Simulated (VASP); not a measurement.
Band structure of CdS (zinc blende). Method: PBE GGA, VASP's PBE PAW potentials (set 64) (plane waves; VASP).

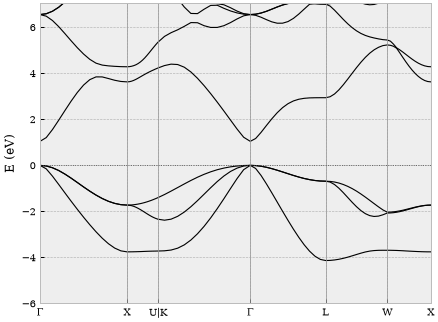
*Bands along high-symmetry lines, zero at the valence-band maximum or, without a gap, the Fermi level*

### Question
Read the plot: is there a gap, and where are the band edges?

### Answer
The gap is direct, 1.04 eV, from the valence maximum at Γ to the conduction minimum at Γ. (Edges off the drawn lines would not show.)

Measured: gap 2.48 eV at 4 K (computed value off by -1.44 eV), as given by arXiv:1206.3780.

The compound is CdS in the zinc blende structure, a metastable form; wurtzite is the usual one. It was relaxed first, which changed the volume by +5 %.
